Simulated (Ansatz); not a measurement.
# Calculations on GaHCl2

**1. Relaxation**

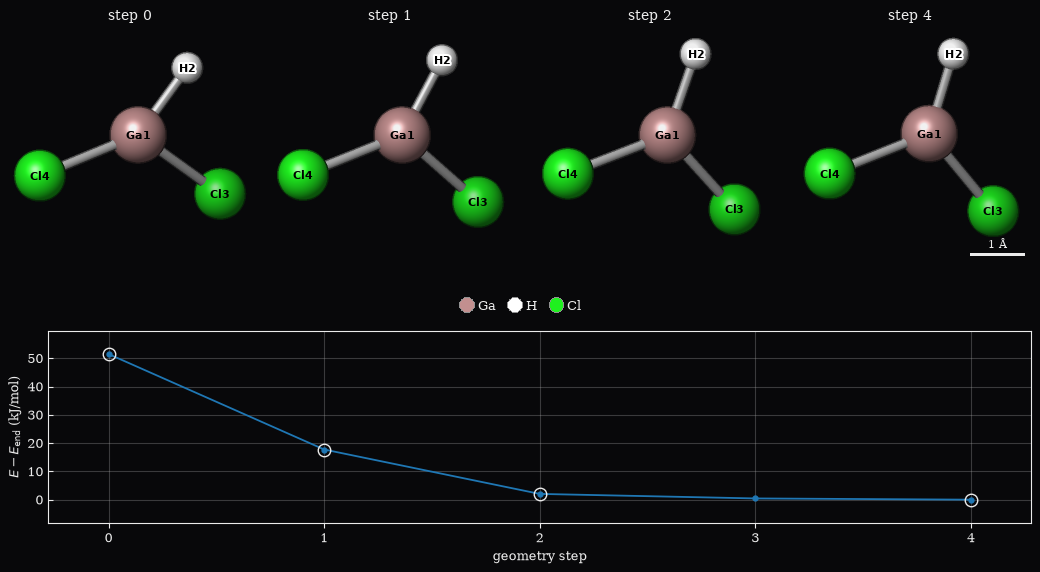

Frames of a relaxation of GaHCl$_{2}$, marked on the history of the run. Style: ball-and-stick. Shown at a tilt.

The run prepares an end point of a later path (reaction) calculation, from a guessed geometry.

These are results of RKS PBE/def2-SVP in Ansatz, not measurements. Set-up: no spin polarisation; force threshold 0.03 eV/Å; at most 50 steps.

**What happens along the run?**

The largest move after the best rigid fit is that of H2, 0.43 Å. Largest moves by element: H 0.43 Å, Cl 0.35 Å, Ga 0.23 Å. Among the contacts that change: Ga1–Cl3 2.204 → 2.154 Å, Ga1–Cl4 2.133 → 2.154 Å, Ga1–H2 1.550 → 1.557 Å. Bond angles that change, for instance: H2–Ga1–Cl3 86.7° → 122.2°, H2–Ga1–Cl4 145.5° → 122.1°, Cl3–Ga1–Cl4 127.8° → 115.7°. After 4 geometry steps the energy has fallen by 51.5 kJ/mol. The largest force component goes from 1.2 to 0.023 eV/Å. From step 0 to 1: H2 moves most (0.20 Å), energy −33.8 kJ/mol. From step 1 to 2: H2 moves most (0.19 Å), energy −15.7 kJ/mol. From step 2 to 4: H2 moves most (0.05 Å), energy −2.04 kJ/mol.

**2. Relaxation**

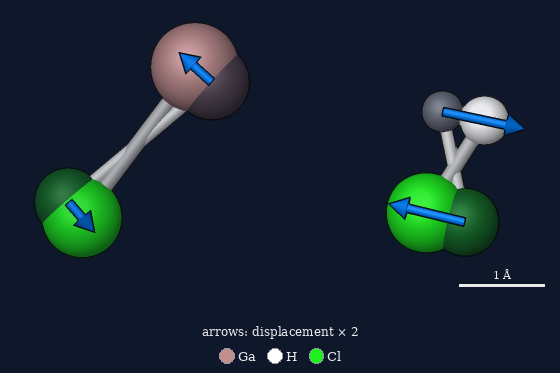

A relaxation of GaHCl₂. The starting structure is drawn faded, the final one solid; blue arrows show the displacements, magnified 2 times. The two geometries are superimposed by the best rigid fit.

The picture is a ball-and-stick view, seen face on.

The run prepares an end point of a later path (reaction) calculation, from a guessed geometry.

Theory: RKS PBE/def2-SVP in Ansatz. Settings: no spin polarisation; force threshold 0.03 eV/Å; at most 50 steps.

### What did the optimiser do to the structure, and how much energy did it gain?

Over 8 accepted moves (10 points after the start) the energy falls by 1.39 kcal/mol. Largest force component: 0.71 eV/Å at the start, 0.0098 eV/Å at the end. The line search rejected the trial steps at points 1, 6 of the run. The H atom moves most after the best rigid fit: 0.51 Å. By element the largest moves are H 0.51 Å, Cl 0.47 Å, Ga 0.27 Å. Some distances before and after: Cl–Ga 3.439 → 3.249 Å, Cl–H 1.338 → 1.299 Å, Cl–Ga 2.228 → 2.242 Å.

Limits of the set-up: the start holds two separate molecules, 2.8 Å apart at their closest, whose relative position is a soft coordinate and is computed without a dispersion correction.

**3. Path**

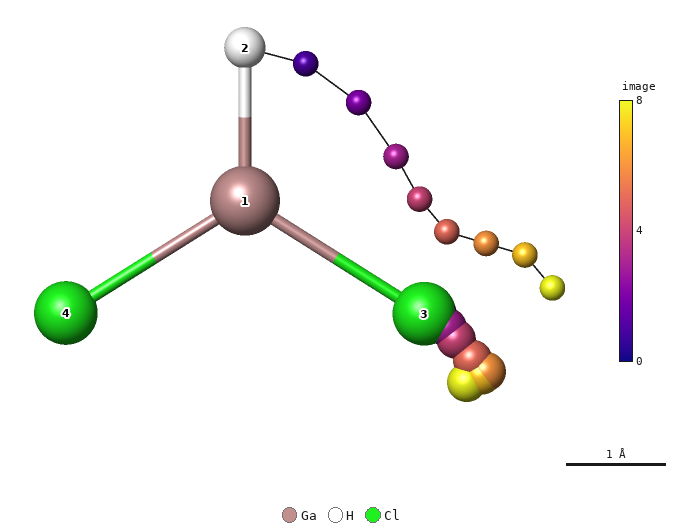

A nudged-elastic-band calculation for GaHCl$_{2}$. Images are numbered from 0 (start) to 8 (end). The start is drawn whole; smaller spheres mark the moving atoms (H, Cl) in the later images, joined by lines and coloured by the number of the image. Style: ball-and-stick. Shown face on.

All numbers below come from Ansatz 0.2.0, RKS PBE/def2-SVP. Settings: 7 movable images; climbing image; force threshold 0.05 eV/Å; iteration limit 60; starting path through a guess of the saddle point.

**Describe the path and its energy.**

Breaking: Ga1–Cl3 (2.15 → 2.49 at the top → 3.25 Å), Ga1–H2 (1.56 → 1.63 at the top → 3.51 Å). Forming: H2–Cl3 (3.26 → 1.81 at the top → 1.30 Å). Forward barrier 1.88 eV, backward barrier 0.95 eV, with image 3 at the top; the reaction energy is +0.93 eV. The band converged in 10 iterations, with a climbing image at the top.
